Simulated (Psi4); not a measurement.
**BH3Br− (SMILES [H][B-]([H])([H])Br), run twice**

Wanted: the energy of BH3Br−, CC2/aug-cc-pVDZ.

Program for the calculation: Psi4 1.11.

1 further run of the same task is left out (set aside as unsound or not needed).

### 1 The system as given

The species is BH3Br− (5 atoms), meant as a singlet with charge -1. As SMILES, `[H][B-]([H])([H])Br`. Geometry: relaxed at GFN2-xTB (4 decimals).

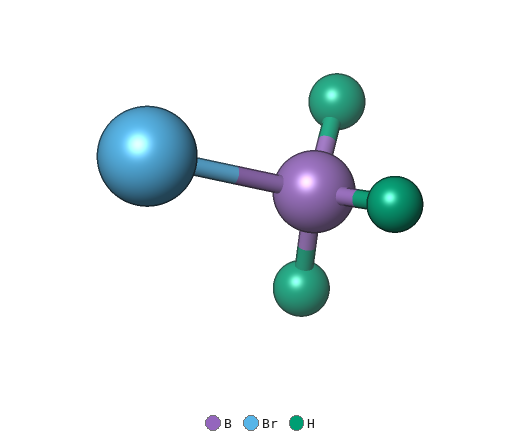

The structure, seen from a chosen angle (boron purple, bromine blue, hydrogen teal).

### 2 The input as first written

The input, bbrh3.sdf:

```

     RDKit          3D

  5  4  0  0  0  0  0  0  0  0999 V2000
   -0.0024    0.0017   -0.1851 B   0  0  0  0  0  0  0  0  0  0  0  0
    0.0152   -0.0198    1.8429 Br  0  0  0  0  0  0  0  0  0  0  0  0
    1.1495    0.0105   -0.5598 H   0  0  0  0  0  0  0  0  0  0  0  0
   -0.5857    1.0038   -0.5364 H   0  0  0  0  0  0  0  0  0  0  0  0
   -0.5765   -0.9962   -0.5616 H   0  0  0  0  0  0  0  0  0  0  0  0
  2  1  1  0
  3  1  1  0
  4  1  1  0
  5  1  1  0
M  CHG  1   1  -1
M  END
$$$$
```

The input, calc.py:

```python
import psi4
from rdkit import Chem

psi4.set_memory(1600000000)
psi4.set_num_threads(1)
psi4.core.set_output_file('run.log', False)

rd = Chem.SDMolSupplier('bbrh3.sdf', removeHs=False, sanitize=False)[0]
xyz = rd.GetConformer().GetPositions()
atoms = '\n'.join(f'{a.GetSymbol()} {x:.4f} {y:.4f} {z:.4f}' for a, (x, y, z) in zip(rd.GetAtoms(), xyz))
m = psi4.geometry('-1 1\n' + atoms + '\nsymmetry c1')

options = {'basis': 'aug-cc-pVDZ', 'reference': 'rhf', 'scf_type': 'pk', 'freeze_core': True, 'dft_grid': 'fine'}
psi4.set_options(options)

E, wfn = psi4.energy("cc2", return_wfn=True)
print(f'total energy {E:.8f} hartree = {E * 27.211386:.5f} eV')
```

The run is started by

```sh
$ python calc.py
```

run.log:

```text
Error: option DFT_GRID is not contained in the list of available options.

Did you mean?
```

The script printed:

```text
Error: option DFT_GRID is not contained in the list of available options.

Did you mean?

Traceback (most recent call last):
  File "calc.py", line 14, in <module>
    psi4.set_options(options)
```

Run time: 0.92 s. Hardware: 1 thread of Intel Xeon Platinum 8488C (Sapphire Rapids), shared host; peak memory 0.16 GiB.

### 3 What went wrong

The program refused the input.

The telling line is `Error: option DFT_GRID is not contained in the list of available options.`. The fault: the input text is malformed or holds a word that the program doesn't know. To mend it: dft grid at its default in place of fine.

### 4 Second attempt

bbrh3.sdf is that of step 2.

The input, calc.py:

```python
import psi4
from rdkit import Chem

psi4.set_memory(1600000000)
psi4.set_num_threads(1)
psi4.core.set_output_file('psi4.out', False)

rd = Chem.SDMolSupplier('bbrh3.sdf', removeHs=False, sanitize=False)[0]
xyz = rd.GetConformer().GetPositions()
atoms = '\n'.join(f'{a.GetSymbol()} {x:.4f} {y:.4f} {z:.4f}' for a, (x, y, z) in zip(rd.GetAtoms(), xyz))
molecule = psi4.geometry('-1 1\n' + atoms + '\nsymmetry c1')

psi4.set_options({
    'basis': 'aug-cc-pVDZ',
    'reference': 'rhf',
    'scf_type': 'pk',
    'freeze_core': True,
})

result, w = psi4.energy('cc2', return_wfn=True)
print('E =', round(result, 9))
```

The run is started by

```sh
$ python calc.py
```

psi4.out:

```text
[...]
  Running in c1 symmetry.
[...]
  Nuclear repulsion =   73.900179548448421
[...]
  Multiplicity = 1
[...]
  Nalpha       = 22
  Nbeta        = 22
[...]
    Number of basis functions: 86
[...]
   @RHF iter   1: -2598.72044518012308   -2.10189e+00   6.79892e-03 DIIS/ADIIS
[...]
   @RHF iter  10: -2598.86965977579575   -7.27596e-12   3.67946e-09 DIIS
[...]
    Orbital Energies [Eh]
    ---------------------
    Doubly Occupied:
       1A   -489.829900     2A    -64.966813     3A    -58.323117
       4A    -58.322701     5A    -58.322700     6A     -9.618129
       7A     -7.370177     8A     -7.228382     9A     -7.224663
      10A     -7.224661    11A     -2.964359    12A     -2.962628
      13A     -2.962626    14A     -2.958485    15A     -2.958485
      16A     -0.782916    17A     -0.480873    18A     -0.273405
      19A     -0.273218    20A     -0.238594    21A     -0.174991
      22A     -0.174847
[...]
  @RHF Final Energy: -2598.86965977579575
   => Energetics <=
    Nuclear Repulsion Energy =             73.9001795484484205
    One-Electron Energy =               -3774.2663428768896665
    Two-Electron Energy =                1101.4965035526458905
    Total Energy =                      -2598.8696597757952986
[...]
 Multipole Moments:
 ------------------------------------------------------------------------------------
     Multipole            Electronic (a.u.)      Nuclear  (a.u.)        Total (a.u.)
 ------------------------------------------------------------------------------------
 L = 1.  Multiply by 2.5417464519 to convert [e a0] to [Debye]
 Dipole X            :          0.0681493           -0.0557130            0.0124363
 Dipole Y            :         -0.0907859            0.0743943           -0.0163917
 Dipole Z            :          8.4068746           -6.8924770            1.5143976
 Magnitude           :                                                    1.5145374
[...]
      * MP2 total energy                      = -2599.138779303726096
[...]
```

Standard output:

```text
E = -2599.140579553
```

Wall time 20 s (1 thread of Intel Xeon Platinum 8488C (Sapphire Rapids), shared host); peak memory 0.54 GiB.

### 5 What came out

Level: CC2/aug-cc-pVDZ.

| quantity | value |
| --- | --- |
| ground-state or mean-field energy | -2599.14058 Eh |
| HOMO energy (Hartree–Fock orbitals) | -4.76 eV |
| LUMO energy (Hartree–Fock orbitals) | 4.36 eV |
| HOMO–LUMO gap (to an unbound level, set by the basis) | 9.12 eV |
| correlation energy (10 core orbitals frozen) | -270.9 mEh |
| T1 diagnostic | 0.007 |
